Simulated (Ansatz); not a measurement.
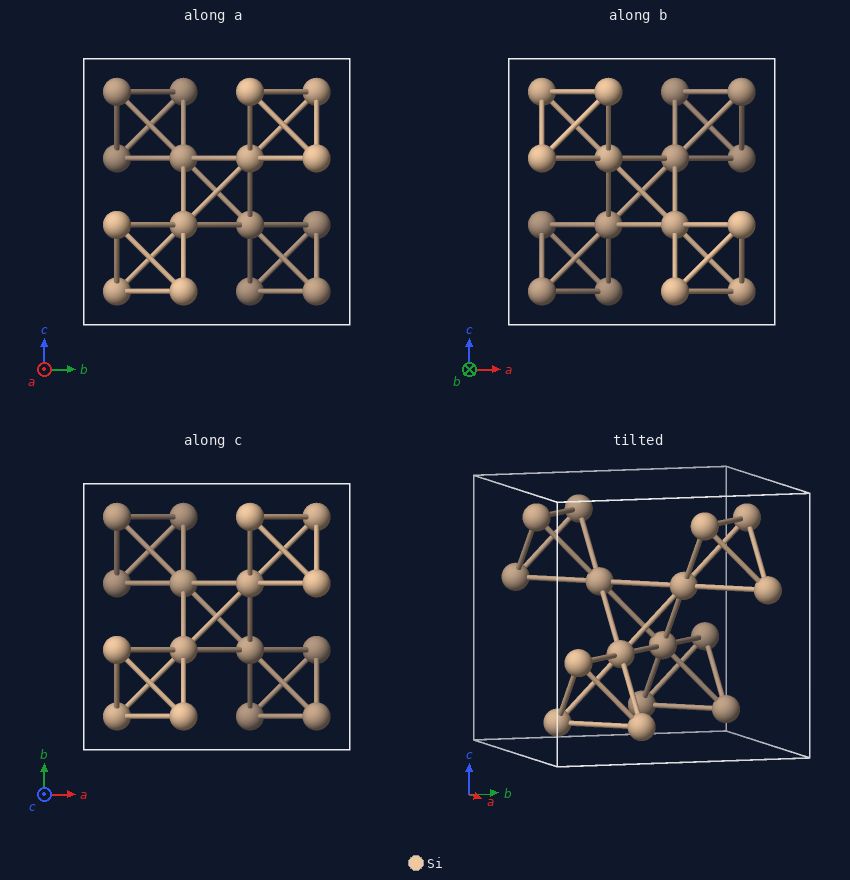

A ball-and-stick rendering, viewed along the a axis, along the b axis, along the c axis and slightly off an axis. The frame is the conventional unit cell; atoms at its boundary are shown with their periodic copies.

Lattice parameters: a = 5.4212 Å, b = 5.4212 Å, c = 5.4212 Å, α = 90.000°, β = 90.000°, γ = 90.000°.

Put the structure into a CIF with its space group and independent sites.

```cif
data_structure
_symmetry_space_group_name_H-M 'F d -3 m :1'
_symmetry_Int_Tables_number 227
_cell_length_a 5.4212
_cell_length_b 5.4212
_cell_length_c 5.4212
_cell_angle_alpha 90.000
_cell_angle_beta 90.000
_cell_angle_gamma 90.000
_cell_volume 159.32
loop_
_atom_site_label
_atom_site_type_symbol
_atom_site_symmetry_multiplicity
_atom_site_Wyckoff_symbol
_atom_site_fract_x
_atom_site_fract_y
_atom_site_fract_z
_atom_site_occupancy
Si1 Si 16 d 0.1250 0.1250 0.6250 1
```

Where the cell comes from: a generated cell, made by putting these elements into a known structure type (the compound may or may not exist in this form). No relaxation was applied. It was set up as input for a calculation with Ansatz.
